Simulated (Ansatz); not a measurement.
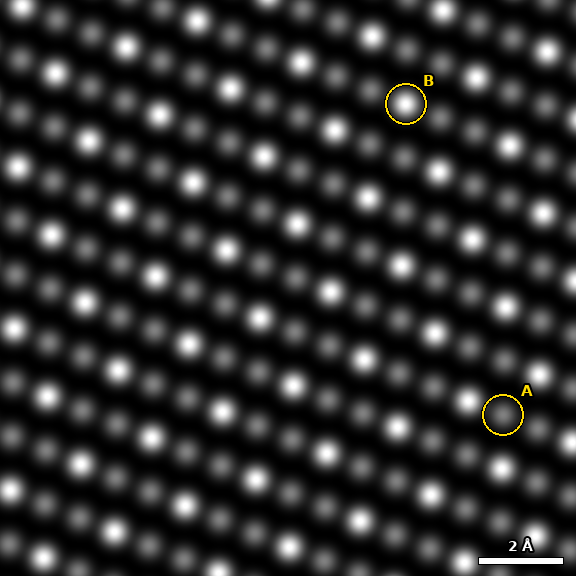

HAADF-like image of C (P6_3/mmc, No. 194) along [421]. Simulated incoherent Z contrast: every atom adds Z^1.8 spread by a probe of 0.53 Å full width; channelling and multiple scattering are left out. Atomic positions: the end point of a relaxation at fixed volume with DFT r2SCAN, scalar-relativistic, plane waves, PAW in Ansatz.

```
C
1.0
     2.45570    0.00000    0.00000
    -1.22785    2.12670    0.00000
     0.00000    0.00000    7.10722
C
4
Cartesian
  0.0000 0.0000 1.7768
  0.0000 0.0000 5.3304
  0.0000 1.4178 1.7768
  1.2279 0.7089 5.3304
```

Question: Which atoms make up the marked columns?

Answer: A: C (1 C per 11.09 Å along the beam; about 50 % of the brightest peak). B: C (2 C per 11.09 Å along the beam; the brightest kind). Brightness is counted from the darkest point of the image.
